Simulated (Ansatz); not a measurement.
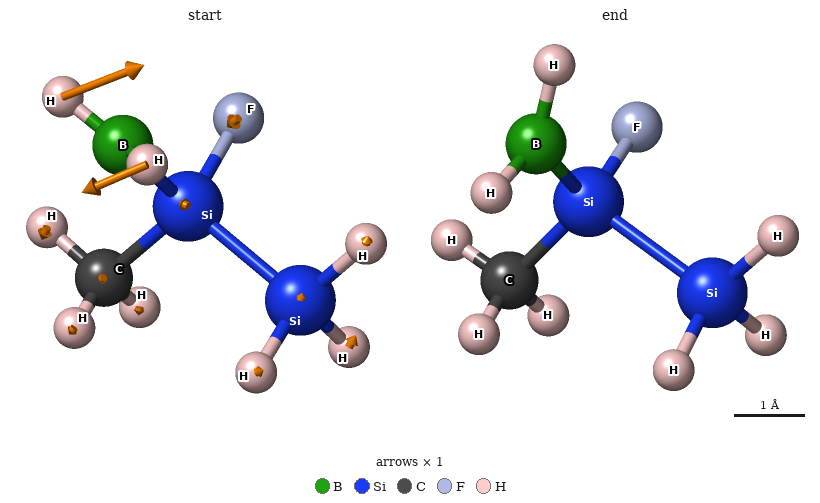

The structure of CH₈BFSi₂ (coarse preliminary run) before (left) and after (right) a relaxation, at one scale. The orange arrows give the displacements, at their true length.

Style: ball-and-stick. Shown from a free direction.

The start comes from a force field.

The calculation used RKS PBE-D4/def2-SVP (Ansatz). (force threshold 0.03 eV/Å; at most 200 steps)

**What changed between the two?**

An H atom moves most after the best rigid fit: 1.40 Å. Largest moves by element: H 1.40 Å, F 0.28 Å, Si 0.18 Å, C 0.11 Å, B 0.05 Å. Near-neighbour distances that change, for instance: Si–Si 2.246 → 2.383 Å, F–Si 1.747 → 1.657 Å, B–H 1.137 → 1.217 Å, C–H 1.169 → 1.109 Å. Bond angles that change, for instance: B–Si–Si 109.5° → 101.8°, H–B–H 125.5° → 118.0°, B–Si–F 107.3° → 114.3°. Groups turn about B–Si by about 75°. After 13 accepted moves (15 points after the start) the energy has fallen by 67.5 kJ/mol. Largest force component: 2.5 eV/Å at the start, 0.027 eV/Å at the end. The line search rejected the trial steps at points 8, 11 of the run. The forces were under the threshold at step 12, but the run went on from there. Cost: 21 s on 4 threads of Arm Neoverse V2, with other jobs on the host.
